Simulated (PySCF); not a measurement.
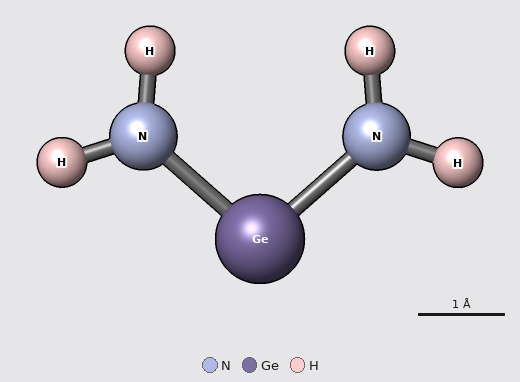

The structure (ball-and-stick view, seen on its broad side). Sticks mark near contacts.

**Run report: GeN₂H₄, excited-state calculation**

System: GeN₂H₄.
Method: TDDFT (PBE0)/pc-0, RKS (PySCF 2.14.0).

The geometry comes from this level: PBE0-D4/def2-TZVP.

The input (input.py):
```python
from pyscf import gto, dft, tdscf

mol = gto.Mole()
mol.atom = '''
N     -2.229310     0.174044    -1.292384
Ge    -0.131714    -2.338725    -0.193697
N      2.257656    -0.311805     1.256668
H     -3.835955    -0.234326    -2.223074
H     -1.980055     2.049786    -1.070719
H      2.251798     1.592094     1.326966
H      3.783232    -1.059569     2.109879
'''
mol.max_memory = 1860
mol.verbose = 4
mol.unit = 'bohr'
mol.basis = 'pc-0'
mol.build()

calc0 = dft.RKS(mol)
calc0.xc = 'pbe0'
calc0.grids.level = 4
calc0.conv_tol = 1e-10
calc0.kernel()
if not calc0.converged:
    calc0 = calc0.newton().run(calc0.mo_coeff, calc0.mo_occ)

energy = calc0.e_tot
print('E(%s) = %.9f' % ('PBE0', energy))

td = tdscf.TDDFT(calc0)
td.nstates = 3
td.kernel()
td.analyze()
roots = td.e * 27.211386
osc = td.oscillator_strength()
print('state   eV      nm      f')
for i, (w, f) in enumerate(zip(roots, osc), 1):
    print('%3d %9.4f %8.1f %9.5f' % (i, w, 1239.842 / w, f))
```

Launch command:
```bash
OMP_NUM_THREADS=1 python input.py
```

The program's output:
```
PySCF version 2.14.0

[INPUT] num. atoms = 7
[INPUT] num. electrons = 50
[INPUT] charge = 0
[INPUT] spin (= nelec alpha-beta = 2S) = 0
[INPUT] symmetry False subgroup None
[INPUT] Mole.unit = bohr
[INPUT] Symbol           X                Y                Z      unit          X                Y                Z       unit  Magmom
[INPUT]  1 N     -1.179700048076   0.092100118497  -0.683900160558 AA   -2.229310000000   0.174044000000  -1.292384000000 Bohr   0.0
[INPUT]  2 Ge    -0.069700047159  -1.237599972609  -0.102500038224 AA   -0.131714000000  -2.338725000000  -0.193697000000 Bohr   0.0
[INPUT]  3 N      1.194700105297  -0.165000100251   0.665000067292 AA    2.257656000000  -0.311805000000   1.256668000000 Bohr   0.0
[INPUT]  4 H     -2.029899968115  -0.123999979126  -1.176400098989 AA   -3.835955000000  -0.234326000000  -2.223074000000 Bohr   0.0
[INPUT]  5 H     -1.047799982368   1.084700038463  -0.566600094099 AA   -1.980055000000   2.049786000000  -1.070719000000 Bohr   0.0
[INPUT]  6 H      1.191600185195   0.842499862442   0.702200166866 AA    2.251798000000   1.592094000000   1.326966000000 Bohr   0.0
[INPUT]  7 H      2.002000158023  -0.560699768197   1.116499884599 AA    3.783232000000  -1.059569000000   2.109879000000 Bohr   0.0

nuclear repulsion = 186.522412833113
number of shells = 11
number of NR pGTOs = 89
number of NR cGTOs = 48
basis = pc-0
ecp = {}

******** <class 'pyscf.dft.rks.RKS'> ********
method = RKS
initial guess = minao
damping factor = 0
level_shift factor = 0
DIIS = <class 'pyscf.scf.diis.CDIIS'>
diis_start_cycle = 1
diis_space = 8
diis_damp = 0
SCF conv_tol = 1e-10
SCF conv_tol_grad = None
SCF max_cycles = 50
direct_scf = True
direct_scf_tol = 1e-13
XC library pyscf.dft.libxc version 7.0.0
    S. Lehtola, C. Steigemann, M. J.T. Oliveira, and M. A.L. Marques.,  SoftwareX 7, 1–5 (2018)
XC functionals = pbe0
radial grids:
    Treutler-Ahlrichs [JCP 102, 346 (1995); DOI:10.1063/1.469408] (M4) radial grids

becke partition: Becke, JCP 88, 2547 (1988); DOI:10.1063/1.454033
pruning grids: <function nwchem_prune>
grids dens level: 4
symmetrized grids: False
atomic radii adjust function: <function treutler_atomic_radii_adjust>
small_rho_cutoff = 0
Set gradient conv threshold to 1e-05
Initial guess from minao.
tot grids = 148776
init E= -2183.10132015879
  HOMO = -0.278702714800681  LUMO = -0.0739656917453739  gap/eV = 5.57118
cycle= 1 E= -2186.59517501351  delta_E= -3.49  |g|= 0.887  |ddm|= 1.77e+03
  HOMO = -0.121232871025256  LUMO = 0.0427886913565703  gap/eV = 4.46325
cycle= 2 E= -2186.5123000747  delta_E= 0.0829  |g|= 0.797  |ddm|= 1.42
  HOMO = -0.224696612391111  LUMO = 0.0107045315008645  gap/eV = 6.40559
cycle= 3 E= -2186.65017414292  delta_E= -0.138  |g|= 0.261  |ddm|= 1.01
  HOMO = -0.228384241426089  LUMO = 0.0120459424225561  gap/eV = 6.54244
cycle= 4 E= -2186.66648624967  delta_E= -0.0163  |g|= 0.00541  |ddm|= 0.258
  HOMO = -0.228073460319366  LUMO = 0.0128053160175396  gap/eV = 6.55465
cycle= 5 E= -2186.66649379974  delta_E= -7.55e-06  |g|= 0.000482  |ddm|= 0.00934
  HOMO = -0.227975289891892  LUMO = 0.0128688572448121  gap/eV = 6.55370
cycle= 6 E= -2186.66649384229  delta_E= -4.26e-08  |g|= 5.89e-05  |ddm|= 0.000727
  HOMO = -0.227980436899703  LUMO = 0.0128605014645218  gap/eV = 6.55362
cycle= 7 E= -2186.66649384315  delta_E= -8.58e-10  |g|= 6.53e-06  |ddm|= 9.19e-05
  HOMO = -0.227978761385997  LUMO = 0.0128622047893157  gap/eV = 6.55362
cycle= 8 E= -2186.66649384315  delta_E= -9.09e-13  |g|= 5.56e-06  |ddm|= 1.58e-05
  HOMO = -0.227979005145086  LUMO = 0.012862051227029  gap/eV = 6.55362
Extra cycle  E= -2186.66649384314  delta_E= 3.64e-12  |g|= 9.46e-06  |ddm|= 1.55e-05
converged SCF energy = -2186.66649384314
E(PBE0) = -2186.666493843

******** <class 'pyscf.tdscf.rks.TDDFT'> for <class 'pyscf.dft.rks.RKS'> ********
nstates = 3 singlet
deg_eia_thresh = 1.000e-03
wfnsym = None
conv_tol = 1e-05
eigh lindep = 1e-12
eigh level_shift = 0
eigh max_cycle = 100

Excitation energies (eV)
[5.58971754 5.87331902 7.0842502 ]

** Singlet excitation energies and oscillator strengths **
      25 -> 26        0.70107
      24 -> 26        0.68543
      25 -> 27       -0.13396
      23 -> 26        0.68272
      25 -> 28       -0.13453

** Transition electric dipole moments (AU) **
state          X           Y           Z        Dip. S.      Osc.
  1        -0.4188     -0.0287      0.7194      0.6938      0.0950
  2         0.7126     -0.0777      0.4124      0.6838      0.0984
  3        -0.0387     -0.5950     -0.0453      0.3576      0.0621

** Transition velocity dipole moments (imaginary part, AU) **
state          X           Y           Z        Dip. S.      Osc.
  1        -0.1301     -0.0092      0.2256      0.0679      0.2203
  2         0.1116     -0.0122      0.0655      0.0169      0.0522
  3        -0.0067     -0.1016     -0.0076      0.0104      0.0267

** Transition magnetic dipole moments (imaginary part, AU) **
state          X           Y           Z
  1         1.2933     -0.1400      0.7346
  2         0.0325     -0.0014     -0.0324
  3         0.0000      0.0003      0.0000
state   eV      nm      f
  1    5.5897    221.8   0.09501
  2    5.8733    211.1   0.09840
  3    7.0843    175.0   0.06206
```

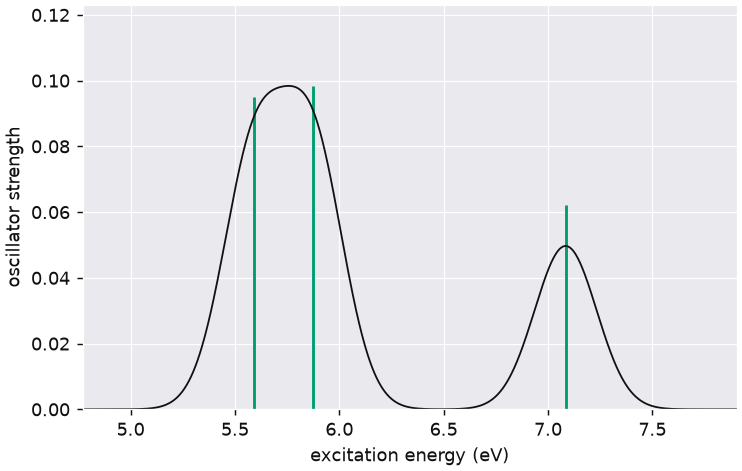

Computed excitations as sticks (degenerate states added up, dark ones marked on the axis), with a Gaussian envelope of 0.35 eV full width at half maximum, scaled to the tallest. Of the 3 states the lowest lies at 5.59 eV (f = 0.095); the strongest line is at 5.87 eV, or 211 nm (f = 0.098).

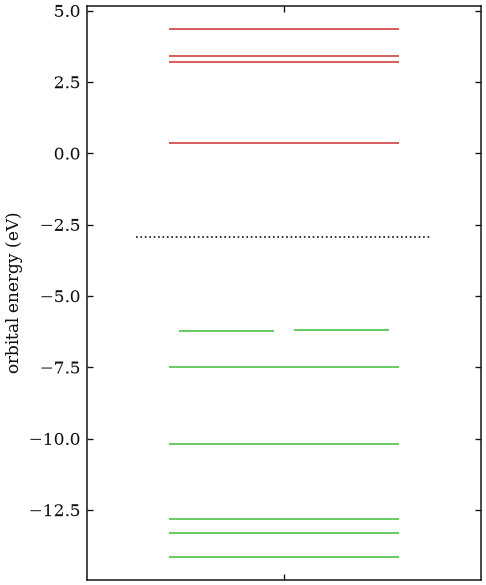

Orbital energies near the frontier; the dotted line parts filled from empty levels, and levels within 0.02 eV of each other stand side by side. Highest filled −6.20 eV, lowest empty 0.35 eV, 6.55 eV apart.

Key numbers:

- outcome: converged
- total energy: −2186.666494 hartree
- basis functions: 48
- HOMO: −6.20 eV
- LUMO: 0.35 eV
- dipole moment: 1.07 D
- lowest excitation: 5.59 eV
- hardware: 1 thread of Arm Neoverse V2, 24 GiB of memory available, shared host
- wall time: 51 s
- peak memory: 0.44 GiB
